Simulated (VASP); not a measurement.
Band structure of CdSe (wurtzite). Calculation: vdW-DF2, VASP's PBE PAW potentials (set 64) (plane waves; VASP).

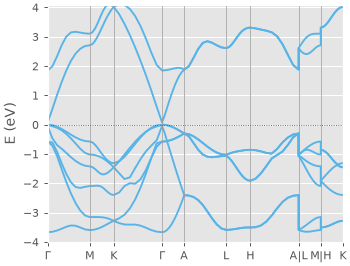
*Bands along high-symmetry lines, zero at the valence-band maximum or, without a gap, the Fermi level*

Read the plot: is there a gap, and where are the band edges?

The gap is direct, 0.08 eV, from the valence maximum at Γ to the conduction minimum at Γ. (Edges off the drawn lines would not show.)

Measured: gap 1.73 eV (computed value off by -1.65 eV), as given by Abedi et al., (2022), arXiv:2211.14644.

The compound is CdSe in the wurtzite structure. It was relaxed first, which changed the volume by +15 %.
